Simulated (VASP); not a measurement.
Band structure of MgS (space group F-43m). All values below come from modified Becke-Johnson potential (mBJ), VASP's PBE PAW potentials (set 64) (plane waves; VASP).

mBJ is a potential without an energy functional, so only the levels count.

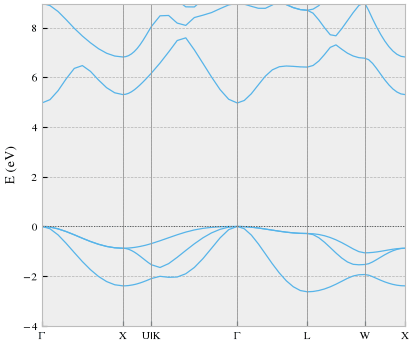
Figure: Bands along high-symmetry lines, zero at the valence-band maximum or, without a gap, the Fermi level

Problem. Read the plot: is there a gap, and where are the band edges?

Solution. The gap is direct, 4.97 eV, from the valence maximum at Γ to the conduction minimum at Γ.

The structure comes from a computed database's MgS entry (F-43m); how it stands against other phases isn't given here. It was relaxed first. The cell's shape comes from a PBE relaxation.
